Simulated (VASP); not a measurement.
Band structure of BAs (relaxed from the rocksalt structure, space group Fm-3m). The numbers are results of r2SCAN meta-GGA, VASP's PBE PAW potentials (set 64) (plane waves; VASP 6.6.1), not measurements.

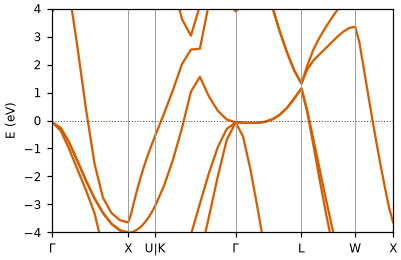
*Bands along high-symmetry lines, zero at the valence-band maximum or, without a gap, the Fermi level*

### Question
Read the plot: is there a gap, and where are the band edges?

### Answer
It has no gap at this level: it comes out as a metal or semimetal.

The structure was generated: BAs was put into the rocksalt type (Fm-3m), which need not be its known phase. It was relaxed first, which changed the volume by +13 %.
